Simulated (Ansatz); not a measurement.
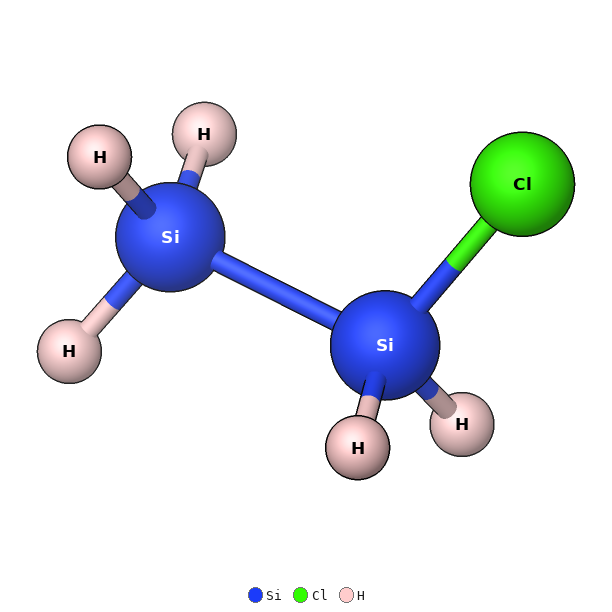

The picture shows a molecular structure as a ball-and-stick model. Every bond is drawn as one stick, whatever its order.

Question: Which formula does it have?

Answer: ClH₅Si₂, 8 atoms: 1 chlorine, 5 hydrogen and 2 silicon.

Question: Describe its rings.

Answer: It has no ring.

Question: Count the bonded pairs by element.

Answer: 5 Si–H, 1 Si–Si, 1 Cl–Si.

Question: Name functional groups in it.

Answer: Among them: Si–H bond.

Question: What is its SMILES?

Answer: [SiH3][SiH2]Cl

More results for the same structure follow; atom numbers are the same in all pictures, views and colours differ. The geometry was computed by an optimisation with PBE0-D4/def2-TZVP.

### Shape

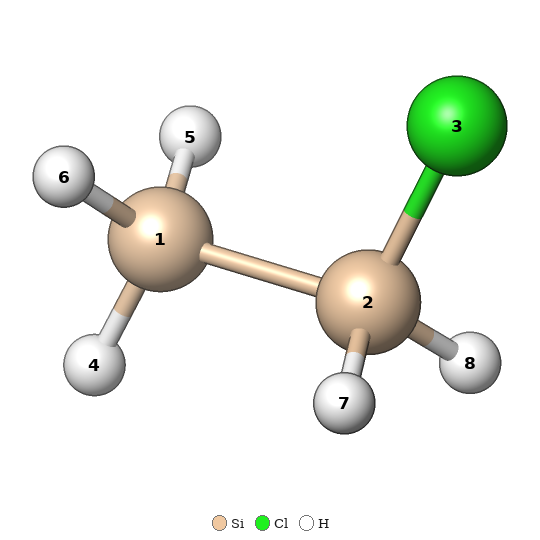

The atoms are numbered.

List the bonds and their lengths.

```csv
bond,length (Å),order
Si1–Si2,2.338,single
Si1–H4,1.488,single
Si1–H5,1.486,single
Si1–H6,1.486,single
Si2–Cl3,2.065,single
Si2–H7,1.485,single
Si2–H8,1.485,single
```

### Charges

The questions are on Mulliken charges. Properties computed with RKS ωB97M-V/def2-TZVPP (Ansatz 0.2.0).

Question: Which atom carries the highest charge (most positive or least negative)?

Answer: Si2 (0.25 e).

Question: And the lowest?

Answer: Cl3 (−0.22 e).

List the Mulliken charges.

| atom | value (e) |
| --- | --- |
| Si1 | 0.05 |
| Si2 | 0.25 |
| Cl3 | −0.22 |
| H4 | −0.02 |
| H5 | −0.01 |
| H6 | −0.01 |
| H7 | −0.02 |
| H8 | −0.02 |

### Dipole moment

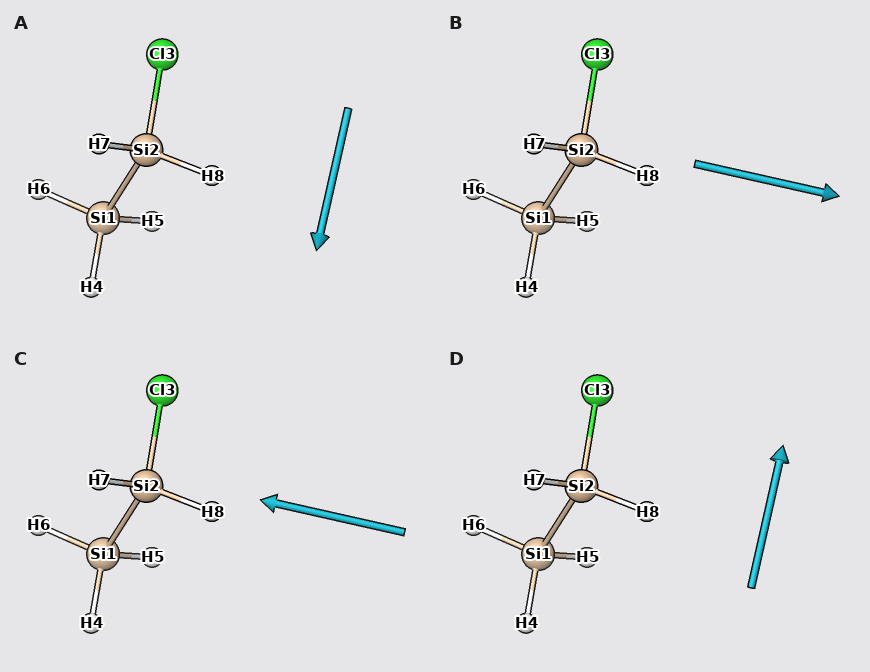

The same molecule four times, each with an arrow. Method: RKS PBE-D4/def2-TZVPP (Ansatz 0.2.0).

Question: Which arrow points along the dipole moment, from the negative to the positive end?

Answer: A. The dipole moment is 1.23 D; it points from the side of Cl3 to the side of H4 (the outermost atoms at the two ends).

### Vibrations

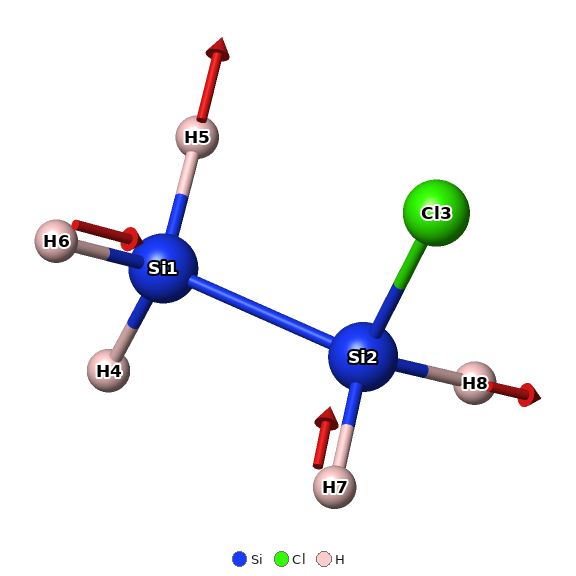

The arrows show one normal mode. Harmonic vibrations computed with RKS PBE0-D4/def2-TZVP (Ansatz 0.2.0) at a stationary point of the same level.

Question: What kind of motion is it?

Answer: Mostly out-of-phase stretching of 4 Si–H bonds.

Question: Estimate its harmonic wavenumber.

Answer: 2242 cm⁻¹; it is mode 18 of 18 counted from the lowest.

Mulliken values depend strongly on the basis set and can even reverse the polarity of a bond.
